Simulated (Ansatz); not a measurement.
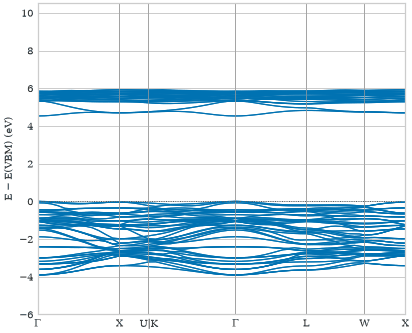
Fig. 1. Band structure from DFT-r²SCAN with spin–orbit coupling in the program Ansatz with PAW potentials

Q: Read off the gap and where the band edges lie.

A: About 4.5 eV (4.53 eV by a search for the band edges); maximum at Γ, minimum at Γ.

The material is La2Zr2O7 in space group Fd-3m (No. 227; La on 16c, Zr on 16d, O on 8a, O on 48f).

The workflow started from a Materials Project entry (that database holds measured and hypothetical structures alike); the Crystallography Open Database files this formula in space group No. 227, but the cells were not matched. Whether it is the stable phase at ambient conditions was not checked. The cell was relaxed with r²SCAN under the symmetry of its start; whether a distortion lowers the energy is not shown. The run is not spin-polarised.

Potentials: the earlier of the program's two PAW sets.
